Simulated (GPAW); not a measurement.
# B K-edge XANES of CrB (Cmcm), part 2 of 3

Aim: the dependence of the B K near-edge features of CrB (Cmcm) on volume.

GPAW 26.7.0; X-ray absorption from dipole matrix elements to empty bands, plane-wave PAW LDA.

So far. Step 2 (Ground state of the crystal): The mesh shows no gap, so the system is treated as a metal and the core electron is put at the Fermi level (neutral cell).

## Step 4: Spectrum with XCH, B atom 3

The holes are 5.1 Å apart. In GPAW the data set carries the hole's charge, so charge=0 means a charged cell and charge=-1 a neutral one. The excited electron is kept in the cell, where it fills the lowest empty states and screens the hole. After the field has converged, empty bands are computed with the density fixed and the dipole matrix elements are summed.

The absorber has 2 B at 1.79 Å, 4 Cr at 2.18 Å, 2 Cr at 2.22 Å and 1 Cr at 2.28 Å (9-fold, site symmetry m2m).

xas.py reads:

```python
import numpy as np
from ase import Atoms
from ase.parallel import parprint, paropen
from gpaw import GPAW, PW, FermiDirac, Mixer, MixerDif, setup_paths
from gpaw.test import gen
setup_paths.insert(0, '.')
gen('B', name='fch1s', xcname='LDA', corehole=(1, 0, 1), write_xml=True)
from gpaw.mpi import world
world.barrier()

atoms = Atoms('Cr8B8',
    cell=[[1.4845, -3.929, 2.932],
     [1.4845, 3.929, 2.932],
     [-5.938, 0, 0]],
    scaled_positions=[[0.7695, 0.4805, 0.8125],
     [0.2695, 0.9805, 0.0625],
     [0.7695, 0.4805, 0.3125],
     [0.2695, 0.9805, 0.5625],
     [0.7305, 0.0195, 0.9375],
     [0.2305, 0.5195, 0.1875],
     [0.7305, 0.0195, 0.4375],
     [0.2305, 0.5195, 0.6875],
     [0.06, 0.19, 0.8125],
     [0.56, 0.69, 0.0625],
     [0.06, 0.19, 0.3125],
     [0.56, 0.69, 0.5625],
     [0.44, 0.31, 0.9375],
     [0.94, 0.81, 0.1875],
     [0.44, 0.31, 0.4375],
     [0.94, 0.81, 0.6875]],
    magmoms=[3.0, 3.0, 3.0, 3.0, 3.0, 3.0, 3.0, 3.0, 0.0, 0.0, 0.0, 0.0, 0.0, 0.0, 0.0, 0.0],
    pbc=True)
atoms.calc = calc = GPAW(legacy_gpaw=True, mode=PW(430, force_complex_dtype=True), xc='LDA', setups={8: 'fch1s'},
    kpts={'size': (4, 4, 3), 'gamma': True}, occupations=FermiDirac(0.1),
    charge=-1, mixer=MixerDif(0.05, 8, 50), maxiter=150,
    convergence={'density': 0.0001, 'eigenstates': 1e-6}, txt='scf.txt')
energy = atoms.get_potential_energy() + calc.get_reference_energy()
ef = calc.get_fermi_level()
out = dict(energy=energy, fermi=ef, forces=atoms.get_forces().tolist(), magmoms=atoms.get_magnetic_moments().tolist())
parprint(f'all-electron energy {energy:.4f} eV, Fermi level {ef:.4f} eV')
ev = np.array([[calc.get_eigenvalues(k, s) for k in range(len(calc.get_ibz_k_points()))] for s in range(calc.get_number_of_spins())])
out['homo'], out['lumo'], out['counts'] = ev[ev < ef].max(), ev[ev > ef].min(), sorted(set((ev < ef).sum((0, 2)).tolist()))
out['filled'] = (ev[:, 0] < ef).sum(1).tolist()

from ase.units import Ha
from gpaw.xas import dipole_matrix_elements
nb = int(calc.get_number_of_electrons() / 2) + 124
top, nb = nb, nb + 8 + nb // 12
nscf = calc.fixed_density(kpts={'size': (4, 4, 4), 'gamma': True}, nbands=nb,
    convergence={'bands': top, 'eigenstates': 5e-3}, maxiter=60, txt='nscf.txt')
cell = atoms.cell.array
ops = [cell.T @ U.T @ np.linalg.inv(cell.T) for U in nscf.wfs.kd.symmetry.op_scc]
E = np.arange(-6, 34, 0.1)
fwhm = np.interp(E, [4, 25], [0.9, 3.5])
Y, X, zero, highest = 0, 0, 1e9, 1e9
for spin in range(nscf.get_number_of_spins()):
    wfs = nscf.wfs
    mine = wfs.bd.get_slice()  # this rank's bands
    A = dipole_matrix_elements(wfs.setups[8])
    eps = np.zeros((wfs.kd.nibzkpts, nb))
    d = np.zeros((3, A.shape[1], wfs.kd.nibzkpts, nb), complex)
    for kpt in wfs.kpt_u:
        if kpt.s == spin and 8 in kpt.P_ani:
            eps[kpt.k, mine] = kpt.eps_n * Ha
            d[:, :, kpt.k, mine] = (kpt.weight * wfs.nspins / 2) ** 0.5 * np.inner(A, kpt.P_ani[8])
    world.sum(eps)
    world.sum(d)
    T = np.einsum('amkn,bmkn->abkn', d, d.conj()).real
    T = sum(np.einsum('ai,ijkn,bj->abkn', R, T, R) for R in ops) / len(ops)
    empty = eps > ef
    zero, highest = min(zero, eps[empty].min()), min(highest, eps[:, top - 1].min())
    lines = [(eps, T, empty)] if spin == 0 else lines + [(eps, T, empty)]
for eps, T, empty in lines:
    f = np.einsum('aakn->akn', T).reshape(3, -1)
    x = eps.ravel() - zero
    w = np.interp(x, E, fwhm) / 2.35482
    g = np.exp(-0.5 * ((E[:, None] - x) / w) ** 2) / (w * (2 * np.pi) ** 0.5)
    Y = Y + (f * empty.ravel()) @ g.T
    X = X + (f * ~empty.ravel()) @ g.T
out.update(E=E.round(2).tolist(), xas=Y.tolist(), xes=X.tolist(), zero=zero, valid=highest - zero, nk=len(eps), nb=nb)
for i in range(0, len(E), 10):
    parprint(f'{E[i]:7.2f}', *(f'{v:10.3e}' for v in Y[:, i]))
import json
with paropen('out.json', 'w') as f:
    json.dump(out, f)
```

Command:

```
> OMP_NUM_THREADS=1 mpirun -n 4 gpaw python xas.py
```

Numbers of over 12 decimals in the logs are rounded to 6 here.

Output:

```text
Input parameters:
  charge: -1
  convergence: {density: 0.0001,
                eigenstates: 1e-06}
  kpts: {gamma: True,
         size: (4, 4, 3)}
  maxiter: 150
  mixer: {backend: pulay,
          beta: 0.05,
          method: difference,
          nmaxold: 8,
          weight: 50}
  mode: {ecut: 430.0,
         force_complex_dtype: True,
         name: pw}
  occupations: {fixmagmom: False,
                name: fermi-dirac,
                width: 0.1}
  setups: {8: fch1s}

Initialize ...

[... PAW data sets ...]

Reference energy: -233309.527258  # eV

Spin-polarized calculation.
Initial magnetic moment: 24.000000

[... convergence settings ...]
Symmetries present (total): 1
  [... symmetry matrices ...]

48 k-points: 4 x 4 x 3 Monkhorst-Pack grid + [1/8,1/8,0.000000]
26 k-points in the irreducible part of the Brillouin zone
       k-points in crystal coordinates                weights
   0:     0.00000000    0.00000000    0.00000000          1/48
   1:     0.00000000    0.00000000    0.33333333          2/48
   2:     0.00000000    0.25000000   -0.33333333          2/48
   3:     0.00000000    0.25000000    0.00000000          2/48
   4:     0.00000000    0.25000000    0.33333333          2/48
   5:     0.00000000    0.50000000    0.00000000          1/48
   6:     0.00000000    0.50000000    0.33333333          2/48
   7:     0.25000000   -0.25000000   -0.33333333          2/48
   8:     0.25000000   -0.25000000    0.00000000          2/48
   9:     0.25000000   -0.25000000    0.33333333          2/48
          ...
  25:     0.50000000    0.50000000    0.33333333          2/48

Wave functions: Plane wave expansion
  Cutoff energy: 430.000 eV
  Number of coefficients (min, max): 2739, 2782
  Pulay-stress correction: 0.000000 eV/Ang^3 (de/decut=0.000000)
  Using FFTW library
  Wavefunction extrapolation:
    Improved wavefunction reuse through dual PAW basis

Occupation numbers: Fermi-Dirac:
  width: 0.1000  # eV

Eigensolver
   Davidson(niter=2)

Densities:
  Coarse grid: 25*25*30 grid
  Fine grid: 50*50*60 grid
  Total Charge: 0.000000

Density mixing:
  Method: difference
  Backend: pulay
  Linear mixing parameter: 0.05
  old densities: 8
  Width of damping distribution: 1.1
  Damping of long wavelength oscillations: 50

[... Hamiltonian set-up ...]
Number of atoms: 16
Number of atomic orbitals: 104
Number of bands in calculation: 63
Number of valence electrons: 73
Bands to converge: occupied

... initialized

Initializing position-dependent things.

Density initialized from atomic densities
Creating initial wave functions:
  63 bands from LCAO basis set

                  Cr     Cr
                B      B
                B      B
            Crr    Crr
         B      B
         B      B
       Cr     Cr

Atomic positions and initial magnetic moments

Positions:
   0 Cr    -2.969000   -1.135481    3.665000    ( 0.0000,  0.0000,  3.0000)
   1 Cr     1.484500    2.793519    3.665000    ( 0.0000,  0.0000,  3.0000)
   2 Cr    -0.000000   -1.135481    3.665000    ( 0.0000,  0.0000,  3.0000)
   3 Cr    -1.484500    2.793519    3.665000    ( 0.0000,  0.0000,  3.0000)
   4 Cr    -4.453500   -2.793519    2.199000    ( 0.0000,  0.0000,  3.0000)
   5 Cr     0.000000    1.135481    2.199000    ( 0.0000,  0.0000,  3.0000)
   6 Cr    -1.484500   -2.793519    2.199000    ( 0.0000,  0.0000,  3.0000)
[...]
13 B      1.484500   -0.510770    5.131000    ( 0.0000,  0.0000,  0.0000)
  14 B     -1.484500   -0.510770    2.199000    ( 0.0000,  0.0000,  0.0000)
  15 B     -1.484500   -0.510770    5.131000    ( 0.0000,  0.0000,  0.0000)

Unit cell:
           periodic     x           y           z      points  spacing
  1. axis:    yes    1.484500   -3.929000    2.932000    25     0.1880
  2. axis:    yes    1.484500    3.929000    2.932000    25     0.1880
[...]
iter:  38  -172.176601c  -5.42  -4.90c   +0.0851
[...]
iter:  42  -172.176609c  -5.78  -5.17c   +0.0849
iter:  43  -172.176610c  -5.87  -5.04c   +0.0849
iter:  44  -172.176611c  -5.94  -5.16c   +0.0849
iter:  45  -172.176612c  -6.02c -5.24c   +0.0849

Converged after 45 iterations.

Dipole moment: (-0.264997, 0.781319, -0.511505) |e|*Ang

Total magnetic moment: (0.000000, 0.000000, 0.084914)
Local magnetic moments:
   0 Cr ( 0.000000,  0.000000,  0.040113)
   1 Cr ( 0.000000,  0.000000,  0.024767)
   2 Cr ( 0.000000,  0.000000, -0.016786)
   3 Cr ( 0.000000,  0.000000,  0.024766)
   4 Cr ( 0.000000,  0.000000,  0.040343)
   5 Cr ( 0.000000,  0.000000,  0.043660)
   6 Cr ( 0.000000,  0.000000,  0.043659)
   7 Cr ( 0.000000,  0.000000,  0.040344)
   8 B  ( 0.000000,  0.000000, -0.142562)
   9 B  ( 0.000000,  0.000000, -0.000656)
  10 B  ( 0.000000,  0.000000, -0.001122)
  11 B  ( 0.000000,  0.000000, -0.000656)
  12 B  ( 0.000000,  0.000000,  0.005789)
  13 B  ( 0.000000,  0.000000, -0.000054)
  14 B  ( 0.000000,  0.000000, -0.000054)
  15 B  ( 0.000000,  0.000000,  0.005789)

Energy contributions relative to reference atoms: (reference = -233309.527258)

Kinetic:        -71.362671
Potential:      +25.720166
External:        +0.000000
XC:            -127.453955
Entropy (-ST):   -0.408011
Local:           +1.123853
SIC:             +0.000000
--------------------------
Free energy:   -172.380617
Extrapolated:  -172.176612

Spin contamination: 1.530360 electrons
Showing only first 2 kpts
                      Up                     Down
 Kpt  Band  Eigenvalues  Occupancy  Eigenvalues  Occupancy
  0    34     11.34379    0.96928     11.28085    0.98339
  0    35     11.35949    0.96425     11.38985    0.95217
  0    36     11.49935    0.86944     11.52811    0.83320
  0    37     11.50800    0.85930     11.52832    0.83290

  1    34     11.11019    0.99694     11.11630    0.99675
  1    35     11.16495    0.99473     11.18667    0.99346
  1    36     11.25681    0.98689     11.25930    0.98657
  1    37     11.36422    0.96258     11.38026    0.95635

Fermi level: 11.68895

No gap
No difference between direct/indirect transitions

Forces in eV/Ang:
  0 Cr   -0.00000   -0.09509    0.00001
  1 Cr    0.05311    0.40617    0.06966
  2 Cr   -0.00001    0.21769   -0.00000
  3 Cr   -0.05311    0.40617   -0.06966
  4 Cr    0.12886   -0.20272    0.18207
  5 Cr    0.13260   -0.21675   -0.17755
  6 Cr   -0.13261   -0.21675    0.17755
[...]
13 B    -0.00286    0.05457   -0.02314
 14 B     0.00284    0.05458    0.02314
 15 B     0.00284    0.31571    0.37691
Scalar-relativistic atomic LDA calculation for B (Boron, Z=5)
Core hole in 1s state (1s occupation: 1.0)
300 radial gridpoints.
|------------------------------------------------|
|------------------------------------------------|
[... the atom generator's iteration count ...]

Energy contributions:
-------------------------
Kinetic:      +16.693400
XC:            -2.260601
Potential:    -31.255183
-------------------------
Total:        -16.822384

state      eigenvalue         ekin         rmax
-----------------------------------------------
1s^1.0 :    -8.526766    11.791826        0.204
2s^2.0 :    -0.864526     1.675176        1.279
2p^1.0 :    -0.653666     1.551222        1.105
-----------------------------------------------
(units: Bohr and Hartree)

Generating PAW setup
Kinetic energy of the core from tauc = 11.795725
Cutoffs:
rc(s)=1.200
rc(p)=1.200
rc(d)=1.200
rc(vbar)=1.080
rc(comp)=1.200
rc(nct)=1.200

Kinetic energy of the core states: 11.791826
Charge: 1.0
Core electrons: 1.0
Valence electrons: 3.0
Pseudo-core charge: 0.037612
Shape function alpha=6.944
Pseudo-electron charge 3.041132
state    eigenvalue         norm
--------------------------------
2s(2) :    -0.864526     1.030522
*s    :     0.135474
2p(1) :    -0.653666     0.942475
*p    :     0.346334
*d    :     0.000000
--------------------------------

Diagonalizing with gridspacing h=0.050

state   all-electron     PAW
-------------------------------
2s:      -0.864526    -0.865247
2p:      -0.653666    -0.654690
*d:                   -0.075592
*f:                   -0.015154
-------------------------------
all-electron energy -233481.7039 eV, Fermi level 11.6890 eV
  -6.00  3.402e-59  6.157e-60  3.064e-59
  -5.00  8.585e-43  1.958e-43  8.323e-43
  -4.00  2.489e-29  7.349e-30  2.504e-29
  -3.00  8.748e-19  3.371e-19  8.551e-19
  -2.00  4.007e-11  1.968e-11  3.480e-11
  -1.00  2.662e-06  1.561e-06  1.910e-06
  -0.00  3.675e-04  2.292e-04  2.714e-04
[...]
31.00  5.706e-04  5.296e-04  4.985e-04
  32.00  5.359e-04  4.839e-04  4.510e-04
  33.00  5.167e-04  4.533e-04  4.052e-04
```

Wall time 6.1 min (4 MPI ranks of Arm Neoverse V1, shared host); peak memory 0.69 GiB; 24 min of CPU time.

The B K spectrum, B atom 3, excited-electron core hole (neutral cell) (energy from the lowest empty level; intensity scaled to a mean of 1 over the first 20 eV; polarised curves are means over the symmetry-equivalent atoms):

| E (eV) | isotropic | ε ∥ x | ε ∥ y | ε ∥ z |
| --- | --- | --- | --- | --- |
| -2.0 | 0.00 | 0.00 | 0.00 | 0.00 |
| -0.5 | 0.05 | 0.06 | 0.04 | 0.04 |
| 1.0 | 0.88 | 0.66 | 0.78 | 1.21 |
| 2.5 | 1.29 | 1.35 | 1.35 | 1.16 |
| 4.0 | 1.51 | 2.44 | 1.79 | 0.31 |
| 5.5 | 0.94 | 2.17 | 0.48 | 0.16 |
| 7.0 | 1.32 | 0.38 | 1.19 | 2.38 |
| 8.5 | 1.24 | 0.21 | 1.78 | 1.73 |
| 10.0 | 1.23 | 0.42 | 1.68 | 1.59 |
| 11.5 | 1.06 | 0.89 | 0.88 | 1.39 |
| 13.0 | 0.83 | 0.93 | 0.56 | 1.00 |
| 14.5 | 0.76 | 0.83 | 0.61 | 0.82 |
| 16.0 | 0.76 | 0.94 | 0.71 | 0.62 |
| 17.5 | 0.76 | 0.91 | 0.67 | 0.68 |
| 19.0 | 0.63 | 0.76 | 0.48 | 0.65 |
| 20.5 | 0.53 | 0.52 | 0.44 | 0.64 |
| 22.0 | 0.38 | 0.26 | 0.45 | 0.44 |
| 23.5 | 0.38 | 0.30 | 0.50 | 0.33 |
| 25.0 | 0.44 | 0.45 | 0.56 | 0.32 |
| 26.5 | 0.51 | 0.53 | 0.61 | 0.37 |

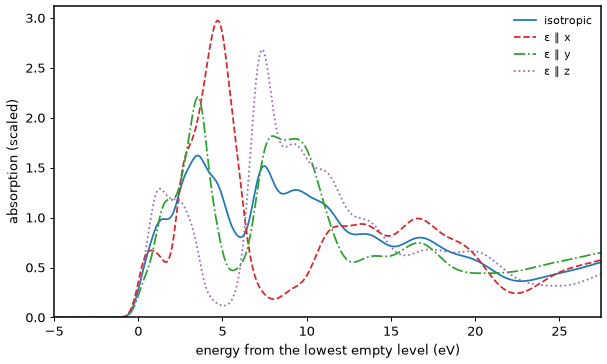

The B K edge, B atom 3, excited-electron core hole (neutral cell): main maxima at 3.5, 7.5 and 9.4 eV.

Main maxima below 24 eV (height): 3.5 eV (1.62), 7.5 eV (1.52), 9.4 eV (1.28) and 16.7 eV (0.80). A K edge sees empty p states on the absorber.

The total-energy difference is 185.17 eV. The functional leaves an error in such absolute values: in the free atom LDA prices this hole 2.2 eV below PBE (computed apart), and PBE is itself good to a few eV.

## Step 5: Supercell without a hole, the energy reference

The cell changes for the next run, so it gets a reference energy of its own.

The cell differs from the one that the last finished run ended in (a 5.122 → 4.964 Å, b 5.122 → 4.964 Å, c 5.938 → 5.754 Å).

scf.py reads:

```python
import numpy as np
from ase import Atoms
from ase.parallel import parprint, paropen
from gpaw import GPAW, PW, FermiDirac, Mixer, MixerDif, setup_paths
from gpaw.test import gen
setup_paths.insert(0, '.')
gen('B', name='nch1s', xcname='LDA', corehole=(1, 0, 0), write_xml=True)
from gpaw.mpi import world
world.barrier()

atoms = Atoms('Cr8B8',
    cell=[[1.43855785, -3.80740573, 2.84126078],
     [1.43855785, 3.80740573, 2.84126078],
     [-5.75423142, 0, 0]],
    scaled_positions=[[0.7695, 0.4805, 0.8125],
     [0.2695, 0.9805, 0.0625],
     [0.7695, 0.4805, 0.3125],
     [0.2695, 0.9805, 0.5625],
     [0.7305, 0.0195, 0.9375],
     [0.2305, 0.5195, 0.1875],
     [0.7305, 0.0195, 0.4375],
     [0.2305, 0.5195, 0.6875],
     [0.06, 0.19, 0.8125],
     [0.56, 0.69, 0.0625],
     [0.06, 0.19, 0.3125],
     [0.56, 0.69, 0.5625],
     [0.44, 0.31, 0.9375],
     [0.94, 0.81, 0.1875],
     [0.44, 0.31, 0.4375],
     [0.94, 0.81, 0.6875]],
    magmoms=[3.0, 3.0, 3.0, 3.0, 3.0, 3.0, 3.0, 3.0, 0.0, 0.0, 0.0, 0.0, 0.0, 0.0, 0.0, 0.0],
    pbc=True)
atoms.calc = calc = GPAW(legacy_gpaw=True, mode=PW(430, force_complex_dtype=True), xc='LDA', setups={8: 'nch1s'},
    kpts={'size': (4, 4, 3), 'gamma': True}, occupations=FermiDirac(0.1),
    charge=0, mixer=MixerDif(0.05, 8, 50), maxiter=150,
    convergence={'density': 0.0001, 'eigenstates': 1e-6}, txt='scf.txt')
energy = atoms.get_potential_energy() + calc.get_reference_energy()
ef = calc.get_fermi_level()
out = dict(energy=energy, fermi=ef, forces=atoms.get_forces().tolist(), magmoms=atoms.get_magnetic_moments().tolist())
parprint(f'all-electron energy {energy:.4f} eV, Fermi level {ef:.4f} eV')
ev = np.array([[calc.get_eigenvalues(k, s) for k in range(len(calc.get_ibz_k_points()))] for s in range(calc.get_number_of_spins())])
out['homo'], out['lumo'], out['counts'] = ev[ev < ef].max(), ev[ev > ef].min(), sorted(set((ev < ef).sum((0, 2)).tolist()))
out['filled'] = (ev[:, 0] < ef).sum(1).tolist()
import json
with paropen('out.json', 'w') as f:
    json.dump(out, f)
```

Command:

```
> OMP_NUM_THREADS=1 mpirun -n 4 gpaw python scf.py
```

Output:

```text
Input parameters:
  convergence: {density: 0.0001,
                eigenstates: 1e-06}
  kpts: {gamma: True,
         size: (4, 4, 3)}
  maxiter: 150
  mixer: {backend: pulay,
          beta: 0.05,
          method: difference,
          nmaxold: 8,
          weight: 50}
  mode: {ecut: 430.0,
         force_complex_dtype: True,
         name: pw}
  occupations: {fixmagmom: False,
                name: fermi-dirac,
[...]
2s(2) :    -0.344821     1.005361
*s    :     0.655179
2p(1) :    -0.136481     0.982498
*p    :     0.863519
*d    :     0.000000
--------------------------------

Diagonalizing with gridspacing h=0.050

state   all-electron     PAW
-------------------------------
2s:      -0.344821    -0.345234
2p:      -0.136481    -0.136840
*d:                    0.041809
*f:                    0.072211
-------------------------------
all-electron energy -233667.4053 eV, Fermi level 12.9803 eV
[key lines of the parts left out:]
Converged after 39 iterations.
Dipole moment: (-0.000008, -0.000006, -0.000011) |e|*Ang
Free energy:   -153.192770
Fermi level: 12.98035
```

Wall time 2.8 min (4 MPI ranks); peak memory 0.41 GiB; 11 min of CPU time.

Reference energy: -233667.405 eV with the cores included.

## Step 6: Spectrum with XCH, B atom 3

Shorter bonds are expected to push antibonding states and scattering resonances up, and longer ones down; the cell is scaled to test that.

Changed against the first core-hole run: volume scale from 1 to 0.91.

xas.py, as its differences from that of step 4:

```diff
@@ -11,5 +11,5 @@
 atoms = Atoms('Cr8B8',
-    cell=[[1.4845, -3.929, 2.932],
-     [1.4845, 3.929, 2.932],
-     [-5.938, 0, 0]],
+    cell=[[1.43855785, -3.80740573, 2.84126078],
+     [1.43855785, 3.80740573, 2.84126078],
+     [-5.75423142, 0, 0]],
     scaled_positions=[[0.7695, 0.4805, 0.8125],
@@ -46,5 +46,5 @@
 from gpaw.xas import dipole_matrix_elements
-nb = int(calc.get_number_of_electrons() / 2) + 124
+nb = int(calc.get_number_of_electrons() / 2) + 117
 top, nb = nb, nb + 8 + nb // 12
-nscf = calc.fixed_density(kpts={'size': (4, 4, 4), 'gamma': True}, nbands=nb,
+nscf = calc.fixed_density(kpts={'size': (5, 5, 4), 'gamma': True}, nbands=nb,
     convergence={'bands': top, 'eigenstates': 5e-3}, maxiter=60, txt='nscf.txt')
```

Command:

```
> OMP_NUM_THREADS=1 mpirun -n 4 gpaw python xas.py
```

Output:

```text
Input parameters:
  charge: -1
  convergence: {density: 0.0001,
                eigenstates: 1e-06}
  kpts: {gamma: True,
         size: (4, 4, 3)}
  maxiter: 150
  mixer: {backend: pulay,
          beta: 0.05,
          method: difference,
          nmaxold: 8,
          weight: 50}
  mode: {ecut: 430.0,
         force_complex_dtype: True,
         name: pw}
  occupations: {fixmagmom: False,
[...]
2s:      -0.864526    -0.865247
2p:      -0.653666    -0.654690
*d:                   -0.075592
*f:                   -0.015154
-------------------------------
all-electron energy -233482.4209 eV, Fermi level 13.1473 eV
  -6.00  3.584e-59  1.723e-59  2.379e-59
  -5.00  9.318e-43  4.813e-43  6.397e-43
  -4.00  2.672e-29  1.527e-29  1.921e-29
  -3.00  8.712e-19  5.673e-19  6.667e-19
[...]
32.00  5.658e-04  5.712e-04  5.093e-04
  33.00  5.466e-04  4.992e-04  4.883e-04
[key lines of the parts left out:]
Converged after 46 iterations.
Dipole moment: (-0.293190, 0.758792, -0.524544) |e|*Ang
Free energy:   -173.069757
Fermi level: 13.14725
```

Elapsed: 6.9 min, on 4 MPI ranks; peak memory 0.73 GiB; 27 min of CPU time.

| E (eV) | first run | this run |
| --- | --- | --- |
| -2.0 | 0.00 | 0.00 |
| -1.0 | 0.00 | 0.00 |
| 0.0 | 0.28 | 0.26 |
| 1.0 | 0.88 | 0.81 |
| 2.0 | 1.02 | 0.95 |
| 3.0 | 1.50 | 1.31 |
| 4.0 | 1.51 | 1.62 |
| 5.0 | 1.21 | 1.40 |
| 6.0 | 0.81 | 0.97 |
| 7.0 | 1.32 | 0.76 |
| 8.0 | 1.37 | 1.38 |
| 9.0 | 1.26 | 1.28 |
| 10.0 | 1.23 | 1.19 |
| 11.0 | 1.14 | 1.19 |
| 12.0 | 0.93 | 1.07 |
| 13.0 | 0.83 | 0.89 |
| 14.0 | 0.81 | 0.80 |
| 15.0 | 0.71 | 0.80 |
| 16.0 | 0.76 | 0.73 |
| 17.0 | 0.79 | 0.74 |
| 18.0 | 0.70 | 0.80 |
| 19.0 | 0.63 | 0.74 |
| 20.0 | 0.58 | 0.66 |
| 21.0 | 0.48 | 0.61 |
| 22.0 | 0.38 | 0.54 |
| 23.0 | 0.37 | 0.44 |
| 24.0 | 0.40 | 0.38 |
| 25.0 | 0.44 | 0.40 |
| 26.0 | 0.48 | 0.44 |
| 27.0 | 0.53 | 0.47 |

This run also has another mesh (5×5×4 against 4×4×4), so the 16 % r.m.s. difference can't be laid on the changed setting alone. The highest intensity below 16 eV goes from 3.5 eV (1.62) to 3.9 eV (1.64).

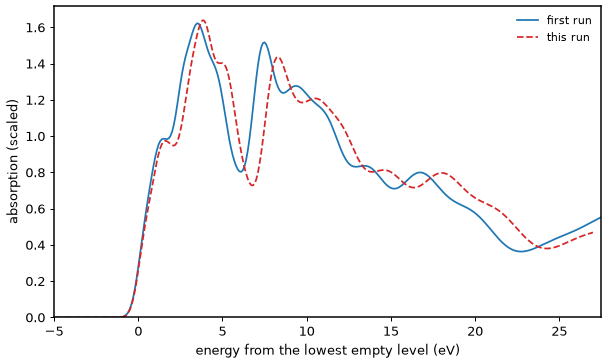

The effect of the change (volume scale from 1 to 0.91).

The photon energy of the zero moves by -0.19 eV.

(Part 2 of 3 ends here.)

[Banner, clock and machine lines of the logs are left out without a mark of their own.]

[Logs are printed without paths, hosts, clocks, repeated set-up lines and the standing remarks that a program may print on its own settings, such as how far it seeks lower states.]

[Hosts, paths, dates, database ids (printed as entryN), source tags and the programs' standing remarks are cut or masked in the printed files.]

[Lists of maxima count a maximum above −3 eV only where it reaches 4 % of the highest in the window and stands out from its surroundings by 2 % of it (1.5 % where it reaches 55 %); shoulders and weaker maxima are passed over, and of the rest the first, up to two pre-edge ones and the few strongest are named.]
